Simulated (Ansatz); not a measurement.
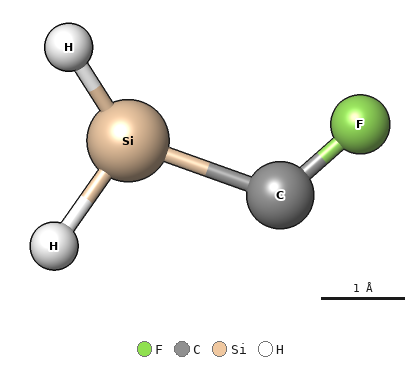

*The input geometry (ball-and-stick view, seen on its broad side).*

Bond lengths as drawn: C–F 1.30 Å, C–Si 1.97 Å and H–Si 1.40 to 1.59 Å.

Geometry relaxation of CH2FSi

The run: geometry relaxation of CH2FSi, multiplicity 2, SMILES F[C]=[SiH2]. Method and program: UKS wB97X-V/def2-SVP (Ansatz 0.2.0).

Figures and captions count atoms from 1; the log counts them from 0 in places.

Output
```
Functional definition: wB97X-V
  name "wB97X-V"
  cite "Mardirossian & Head-Gordon, Phys. Chem. Chem. Phys. 16, 9904 (2014) doi:10.1039/C3CP54374A"
  cite "Becke, J. Chem. Phys. 107, 8554 (1997) doi:10.1063/1.475007"
  cite "Vydrov & Van Voorhis, J. Chem. Phys. 133, 244103 (2010) doi:10.1063/1.3521275"
  parameter omega = 0.3/bohr
  parameter cx = 0.167
  parameter cx1 = 0.603
  parameter cx2 = 1.194
  parameter css0 = 0.556
  parameter css1 = -0.257
  parameter cos0 = 1.219
  parameter cos1 = -1.850
  parameter b = 6.0
  parameter c = 0.01
  exchange = spin_sum(e_x_unif_sr(omega)*poly(b97_u_x, 1 - cx, cx1, cx2)) + cx*exact_x_sr(omega) + exact_x_lr(omega)
  correlation = spin_sum(e_c_pw_same_spin*poly(b97_u_same, css0, css1))
      + integral(e_c_pw_opposite_spin*poly(b97_u_opposite, cos0, cos1)) + vv10(b, c)
590 factors; integrals over basis functions are off by at most 3.3e-4 eV
205 factors; integrals over basis functions are off by at most 7.6e-7 eV
mean field evaluation 1: about -11649.6686 eV, gradient 1.3e1 eV
mean field evaluation 2: about -11649.9833 eV, gradient 1.2e1 eV
mean field evaluation 4: about -11650.5292 eV, gradient 8.0e-1 eV
mean field evaluation 8: about -11650.6117 eV, gradient 3.6e-1 eV
mean field evaluation 16: about -11650.6382 eV, gradient 1.6e-2 eV
mean field evaluation 32: about -11650.6382 eV, gradient 2.8e-5 eV
mean field -11650.63824016 eV, -428.1530582397 hartree, gradient 2.8e-5 eV, S^2 0.940893; 4 other end points of the search recorded, 0 dependent functions left out
the calculation of the forces begins
reference -11650.63823930 eV, -428.1530582079 hartree; 16, 15 occupied and 40, 41 virtual orbitals, 590 factors
relax step   1: F+E_penalty+E_count = -11650.63824016 eV  Δ(F+E_penalty+E_count) = +0.000e0 eV  max|allowed force component| = 2.723e0 eV/Å  Δτ_max = 0.0000 Å  (157 SCF iters, accepted)
these checks for a lower state are left out or cut short: starts, cluster_reference, orbital_swaps, neighbouring_geometries, increment
590 factors; integrals over basis functions are off by at most 3.9e-4 eV
205 factors; integrals over basis functions are off by at most 6.8e-7 eV
mean field evaluation 64: about -11650.9516 eV, gradient 4.4e-6 eV
mean field -11650.95162758 eV, -428.1645750147 hartree, gradient 4.4e-6 eV, S^2 1.052210; 1 other end points of the search recorded, 0 dependent functions left out
the calculation of the forces begins
reference -11650.95162668 eV, -428.1645749818 hartree; 16, 15 occupied and 40, 41 virtual orbitals, 590 factors
relax step   2: F+E_penalty+E_count = -11650.95162758 eV  Δ(F+E_penalty+E_count) = -3.134e-1 eV  max|allowed force component| = 2.435e0 eV/Å  Δτ_max = 0.0486 Å  (127 SCF iters, accepted)
these checks for a lower state are left out or cut short: starts, cluster_reference, orbital_swaps, neighbouring_geometries, increment
590 factors; integrals over basis functions are off by at most 4.1e-4 eV
205 factors; integrals over basis functions are off by at most 6.5e-7 eV
mean field -11651.10094047 eV, -428.1700621623 hartree, gradient 2.3e-5 eV, S^2 1.021450; 1 other end points of the search recorded, 0 dependent functions left out
the calculation of the forces begins
reference -11651.10093956 eV, -428.1700621288 hartree; 16, 15 occupied and 40, 41 virtual orbitals, 590 factors
relax step   3: F+E_penalty+E_count = -11651.10094047 eV  Δ(F+E_penalty+E_count) = -1.493e-1 eV  max|allowed force component| = 2.136e0 eV/Å  Δτ_max = 0.0243 Å  (85 SCF iters, accepted)
these checks for a lower state are left out or cut short: starts, cluster_reference, orbital_swaps, neighbouring_geometries, increment
590 factors; integrals over basis functions are off by at most 4.3e-4 eV
205 factors; integrals over basis functions are off by at most 6.2e-7 eV
mean field -11651.26344076 eV, -428.1760339378 hartree, gradient 2.6e-5 eV, S^2 0.963769; 0 other end points of the search recorded, 0 dependent functions left out
the calculation of the forces begins
reference -11651.26343981 eV, -428.1760339030 hartree; 16, 15 occupied and 40, 41 virtual orbitals, 590 factors
relax step   4: F+E_penalty+E_count = -11651.26344076 eV  Δ(F+E_penalty+E_count) = -1.625e-1 eV  max|allowed force component| = 1.650e0 eV/Å  Δτ_max = 0.0370 Å  (57 SCF iters, accepted)
these checks for a lower state are left out or cut short: starts, cluster_reference, orbital_swaps, neighbouring_geometries, increment
590 factors; integrals over basis functions are off by at most 4.4e-4 eV
205 factors; integrals over basis functions are off by at most 6.0e-7 eV
mean field -11651.40269300 eV, -428.1811513634 hartree, gradient 3.6e-5 eV, S^2 0.896749; 0 other end points of the search recorded, 0 dependent functions left out
the calculation of the forces begins
reference -11651.40269201 eV, -428.1811513269 hartree; 16, 15 occupied and 40, 41 virtual orbitals, 590 factors
relax step   5: F+E_penalty+E_count = -11651.40269300 eV  Δ(F+E_penalty+E_count) = -1.393e-1 eV  max|allowed force component| = 1.121e0 eV/Å  Δτ_max = 0.0487 Å  (59 SCF iters, accepted)
these checks for a lower state are left out or cut short: starts, cluster_reference, orbital_swaps, neighbouring_geometries, increment
590 factors; integrals over basis functions are off by at most 4.3e-4 eV
205 factors; integrals over basis functions are off by at most 5.7e-7 eV
mean field evaluation 96: about -11651.4790 eV, gradient 7.7e-2 eV
mean field -11651.49111592 eV, -428.1844008457 hartree, gradient 2.1e-5 eV, S^2 0.853092; 0 other end points of the search recorded, 0 dependent functions left out
the calculation of the forces begins
reference -11651.49111489 eV, -428.1844008080 hartree; 16, 15 occupied and 40, 41 virtual orbitals, 590 factors
relax step   6: F+E_penalty+E_count = -11651.49111592 eV  Δ(F+E_penalty+E_count) = -8.842e-2 eV  max|allowed force component| = 6.056e-1 eV/Å  Δτ_max = 0.0487 Å  (58 SCF iters, accepted)
these checks for a lower state are left out or cut short: starts, cluster_reference, orbital_swaps, neighbouring_geometries, increment
590 factors; integrals over basis functions are off by at most 4.1e-4 eV
205 factors; integrals over basis functions are off by at most 5.6e-7 eV
mean field -11651.55016512 eV, -428.1865708636 hartree, gradient 1.4e-5 eV, S^2 0.829322; 0 other end points of the search recorded, 0 dependent functions left out
the calculation of the forces begins
reference -11651.55016407 eV, -428.1865708252 hartree; 16, 15 occupied and 40, 41 virtual orbitals, 590 factors
relax step   7: F+E_penalty+E_count = -11651.55016512 eV  Δ(F+E_penalty+E_count) = -5.905e-2 eV  max|allowed force component| = 3.418e-1 eV/Å  Δτ_max = 0.0487 Å  (57 SCF iters, accepted)
these checks for a lower state are left out or cut short: starts, cluster_reference, orbital_swaps, neighbouring_geometries, increment
590 factors; integrals over basis functions are off by at most 3.8e-4 eV
205 factors; integrals over basis functions are off by at most 5.6e-7 eV
mean field -11651.56980834 eV, -428.1872927390 hartree, gradient 1.9e-5 eV, S^2 0.807399; 0 other end points of the search recorded, 0 dependent functions left out
the calculation of the forces begins
reference -11651.56980728 eV, -428.1872927000 hartree; 16, 15 occupied and 40, 41 virtual orbitals, 590 factors
relax step   8: F+E_penalty+E_count = -11651.56980834 eV  Δ(F+E_penalty+E_count) = -1.964e-2 eV  max|allowed force component| = 1.416e-1 eV/Å  Δτ_max = 0.0500 Å  (60 SCF iters, accepted)
590 factors; integrals over basis functions are off by at most 3.8e-4 eV
205 factors; integrals over basis functions are off by at most 5.6e-7 eV
mean field evaluation 128: about -11651.5694 eV, gradient 5.3e-2 eV
```

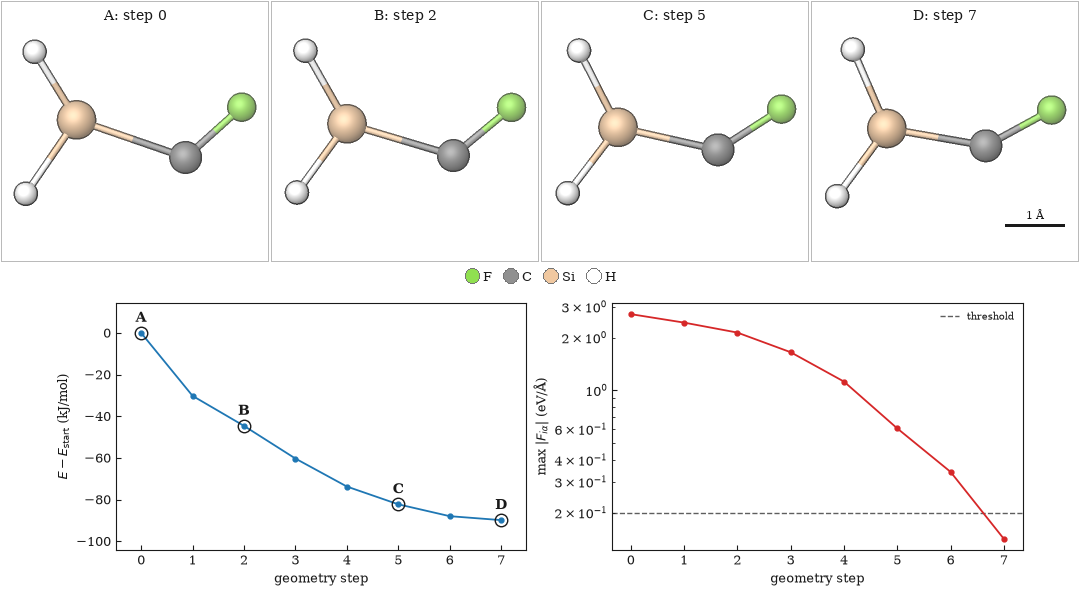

*Frames of the relaxation (ball-and-stick view, seen at a tilt) above the curves, on which the letters mark them (the first geometry is step 0 here and step 1 in the log).*

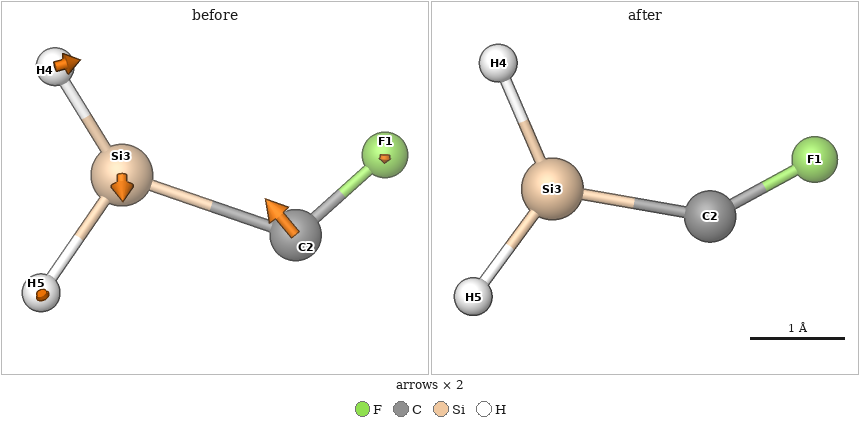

*Before (left) and after (right) the relaxation, at one scale (ball-and-stick view, seen at a tilt). The orange arrows give the displacements, magnified 2 times.*

The energy falls by 89.9 kJ/mol in 7 geometry steps. The largest force component goes from 2.7 to 0.14 eV/Å. C2 moves most after the best rigid fit: 0.26 Å. Largest moves by element: C 0.26 Å, Si 0.16 Å, H 0.15 Å, F 0.05 Å. Distances before and after: C2–Si3 1.965 → 1.712 Å, Si3–H5 1.592 → 1.469 Å, Si3–H4 1.401 → 1.482 Å, F1–C2 1.303 → 1.298 Å. Among the angles that change: F1–C2–Si3 118.6° → 140.8°, C2–Si3–H4 138.8° → 123.1°, C2–Si3–H5 104.9° → 116.2°. (Atoms are counted from 1 in the order of the input.)

```
mean field -11651.56980834 eV, -428.1872927390 hartree, gradient 1.9e-5 eV, S^2 0.807399; 5 other end points of the search recorded, 0 dependent functions left out
the calculation of the forces begins
reference -11651.56980728 eV, -428.1872927000 hartree; 16, 15 occupied and 40, 41 virtual orbitals, 590 factors
Total energy: -11651.56980728 eV, -428.1872927000 hartree
Atom 0 at     0.544645    -1.605389     1.436359 Å, force     0.045967    -0.024893     0.024256 eV/Å
Atom 1 at     0.566627    -0.464391     0.818886 Å, force    -0.085861     0.010982    -0.011116 eV/Å
Atom 2 at    -0.324456     0.441112    -0.329303 Å, force     0.029497    -0.059241    -0.036235 eV/Å
Atom 3 at    -1.232503    -0.179572    -1.321948 Å, force    -0.065413    -0.068463     0.000531 eV/Å
Atom 4 at     0.203961     1.771729    -0.657646 Å, force     0.075809     0.141615     0.022563 eV/Å
Dipole moment:    -0.161138     0.129792    -0.182376 e Å
```

Trajectory as extended XYZ (Å, eV, eV/Å), 8 frames, from step=1 to step=8
```
5
Properties=species:S:1:pos:R:3:forces:R:3 step=1 energy=-11650.63824
F     0.5239   -1.6421    1.4153   -0.0942  -0.0167   0.1582
C     0.7534   -0.4299    0.9968   -1.0274   0.3866  -1.6851
Si   -0.4619    0.3527   -0.3344    2.6479   2.1521   2.7225
H    -1.2575   -0.0642   -1.4096   -0.8839  -1.1535  -1.6121
H     0.2004    1.7470   -0.7218   -0.6423  -1.3685   0.4165
5
Properties=species:S:1:pos:R:3:forces:R:3 step=2 energy=-11650.95163
F     0.5185   -1.6363    1.4158    0.3340   0.0293   0.3975
C     0.7436   -0.4306    0.9681   -2.1373   0.3411  -2.4352
Si   -0.4412    0.3870   -0.3068    2.1990   1.2827   2.2408
H    -1.2541   -0.0823   -1.4176   -0.0899  -0.9118  -0.4891
H     0.1915    1.7257   -0.7132   -0.3059  -0.7412   0.2861
5
Properties=species:S:1:pos:R:3:forces:R:3 step=3 energy=-11651.10094
F     0.5213   -1.6345    1.4188    0.3249   0.1703   0.2958
C     0.7279   -0.4313    0.9496   -1.9762   0.2018  -2.1359
Si   -0.4293    0.3983   -0.2934    1.7346   0.8700   1.6727
H    -1.2515   -0.0897   -1.4179    0.1053  -0.7297  -0.1021
H     0.1899    1.7207   -0.7107   -0.1887  -0.5124   0.2694
5
Properties=species:S:1:pos:R:3:forces:R:3 step=4 energy=-11651.26344
F     0.5257   -1.6300    1.4216    0.3108   0.3366   0.1701
C     0.7021   -0.4307    0.9231   -1.6496  -0.0753  -1.6165
Si   -0.4111    0.4067   -0.2780    1.1602   0.5540   0.9125
H    -1.2473   -0.0985   -1.4138    0.2551  -0.5410   0.2717
H     0.1888    1.7160   -0.7065   -0.0765  -0.2742   0.2623
5
Properties=species:S:1:pos:R:3:forces:R:3 step=5 energy=-11651.40269
F     0.5317   -1.6227    1.4250    0.2693   0.4355   0.0423
C     0.6672   -0.4331    0.8891   -1.1211  -0.3935  -0.8907
Si   -0.3912    0.4159   -0.2681    0.5447   0.3592   0.1488
H    -1.2391   -0.1113   -1.4005    0.2798  -0.3768   0.4707
H     0.1896    1.7146   -0.6991    0.0273  -0.0244   0.2289
5
Properties=species:S:1:pos:R:3:forces:R:3 step=6 energy=-11651.49112
F     0.5376   -1.6153    1.4289    0.1965   0.4033  -0.0421
C     0.6317   -0.4412    0.8567   -0.6056  -0.5259  -0.2880
Si   -0.3753    0.4279   -0.2724    0.1307   0.2270  -0.2465
H    -1.2304   -0.1309   -1.3785    0.1874  -0.2517   0.4173
H     0.1947    1.7229   -0.6884    0.0909   0.1472   0.1593
5
Properties=species:S:1:pos:R:3:forces:R:3 step=7 energy=-11651.55017
F     0.5420   -1.6094    1.4323    0.0979   0.2670  -0.0826
C     0.5952   -0.4546    0.8274   -0.2544  -0.3418   0.0062
Si   -0.3596    0.4446   -0.2939    0.0141   0.0184  -0.2045
H    -1.2263   -0.1656   -1.3477    0.0658  -0.0985   0.2129
H     0.2070    1.7485   -0.6717    0.0767   0.1549   0.0680
5
Properties=species:S:1:pos:R:3:forces:R:3 step=8 energy=-11651.56981
F     0.5446   -1.6054    1.4364    0.0460  -0.0249   0.0243
C     0.5666   -0.4644    0.8189   -0.0859   0.0110  -0.0111
Si   -0.3245    0.4411   -0.3293    0.0295  -0.0592  -0.0362
H    -1.2325   -0.1796   -1.3219   -0.0654  -0.0685   0.0005
H     0.2040    1.7717   -0.6576    0.0758   0.1416   0.0226
```

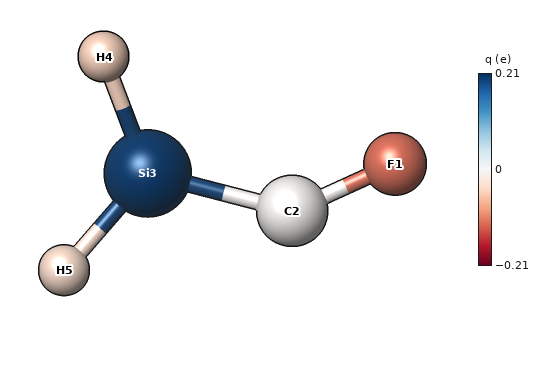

*Mulliken charges, as the colour of each atom (ball-and-stick view, seen on its broad side; atoms are numbered from 1 in the order of the input).*

By element: F −0.12, C 0.00, Si +0.20 and H −0.04 e.

The run was set up as follows.

Input file
```yaml
crystal:
  periodic: [false, false, false]
  atoms:
    - {symbol: F, position_ang: [0.523941, -1.642086, 1.415279]}
    - {symbol: C, position_ang: [0.753351, -0.429932, 0.996841]}
    - {symbol: Si, position_ang: [-0.461888, 0.352654, -0.334372]}
    - {symbol: H, position_ang: [-1.257550, -0.064195, -1.409624]}
    - {symbol: H, position_ang: [0.200420, 1.747047, -0.721777]}
basis:
  gaussian: {orbitals: def2-SVP}
magnetization: {spin_polarized: true, initial_magnetization: 1}
hamiltonian: {xc: {name: wB97X-V}}
relax: {f_tol: 0.2, max_steps: 80, max_displacement: 0.05}
```

Run as:
```bash
ansatz run in.yaml --threads 2 --pin off --events-out ev --progress --plain --max-ram 3481MiB
```

Results in brief

| quantity | value |
| --- | --- |
| outcome | converged |
| total energy | −11651.5698 eV |
| ⟨S²⟩ | 0.807 |
| SCF solution under orbital rotations | stable |
| largest force (length of the vector) at the end | 0.162 eV/Å |
| dipole moment | 1.32 D |
| hardware | 2 threads of Intel Xeon @ 2.50GHz, 15 GiB of memory available, shared host |
| wall time | 47 s (CPU time 90 s) |
| peak memory | 0.23 GiB |
